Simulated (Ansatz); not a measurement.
## Electronic structure of BCl2H2N···H2O in real space

```csv
atom,x (Å),y (Å),z (Å)
B,0.2459,0.6700,-0.3836
O,-0.1759,-0.3302,2.4373
H,-0.9931,-0.5549,1.9795
Cl,1.6047,-0.3511,-0.8232
Cl,-1.4076,0.1467,-0.7478
N,0.4482,1.9110,0.2182
H,1.3761,2.2751,0.3931
H,-0.3085,2.5654,0.3712
H,-0.0378,0.5904,2.1873
```

Method: RKS PBE0/def2-SVP in Ansatz.

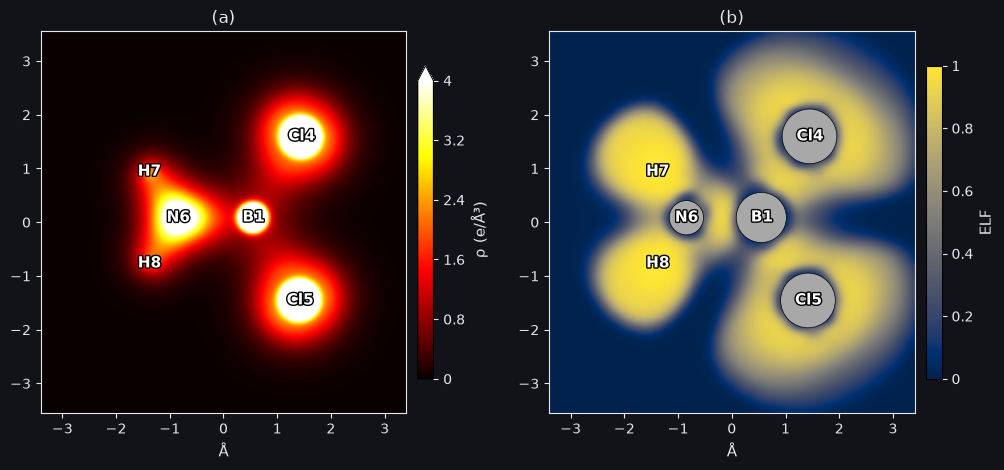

Figure 1. (a) electron density; (b) electron localisation function on the plane of atoms Cl4, B1 and N6. Grey discs cover the atomic cores in the ELF map.

Interpret the plot.

Answer. The plane passes through B, Cl, N and H nuclei.
B–N (1.39 Å): the density is about 2 e/Å³ at the midpoint; the ELF peaks at about 0.90 between the atoms; a short, strongly polar bond.
B–Cl (1.76 Å): ρ is about 1.3 e/Å³ halfway; the ELF peaks at about 0.90 between the atoms (a polar covalent bond).
N–H (1.01 Å): ρ is about 2.8 e/Å³ halfway; the ELF climbs to about 1 towards the hydrogen, as it does in any bond to H; a covalent bond by its length.
The ELF also peaks beside Cl5 and Cl4, away from the bonds: lone-pair regions.

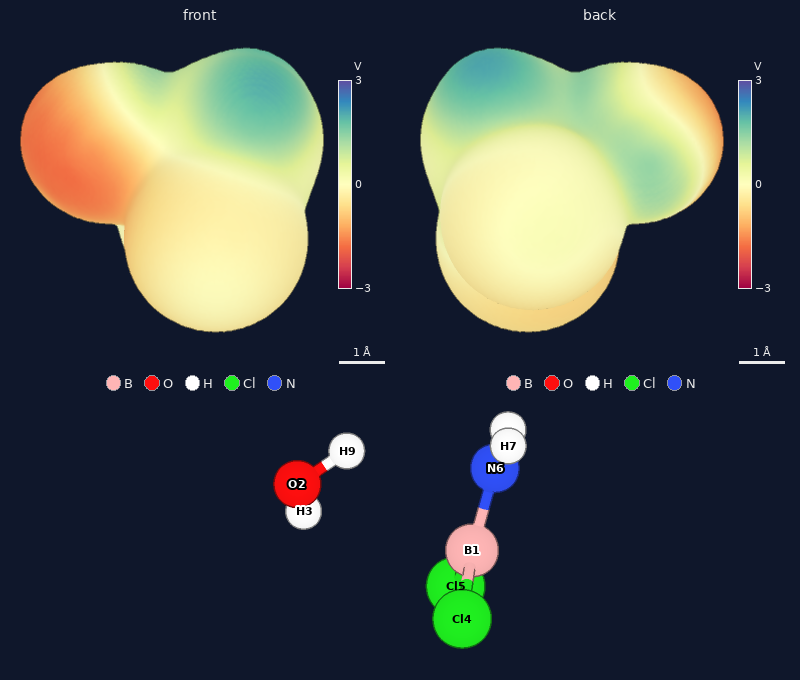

Figure 2. The electrostatic potential painted on the density surface at 0.001 e/bohr³, seen from the front and from behind; red is negative and blue positive. The bare structure is drawn below in the same view.

Which sites attract a positive test charge, and which a negative one?

Answer. A positive charge is drawn to the negative regions and a negative charge to the positive ones. The most negative region (about −1.7 V) lies over O2, the most positive (about +2.0 V) over H7 and H8. O2 is the likeliest acceptor of a hydrogen bond.

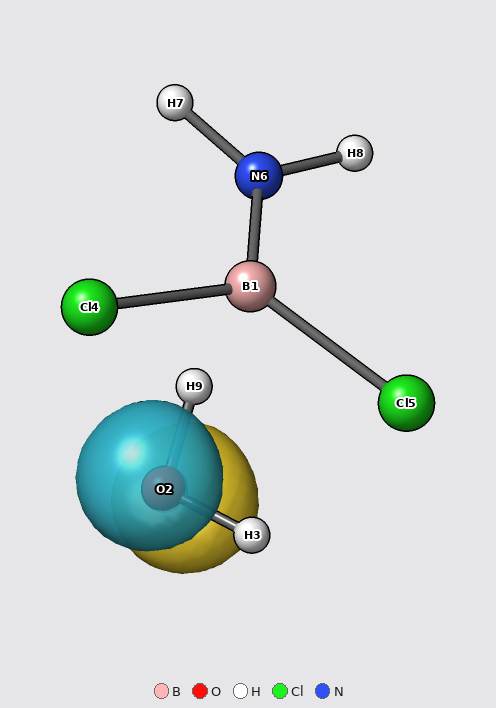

Figure 3. The HOMO at ±0.3 Å⁻³ᐟ² (yellow and cyan are the two phases), seen at an oblique angle.

Describe this orbital and give its energy.

Answer. Its weight (Hirshfeld) is mainly on O2 (about 85 %); largely a lone pair of O2. Its energy is −8.38 eV.
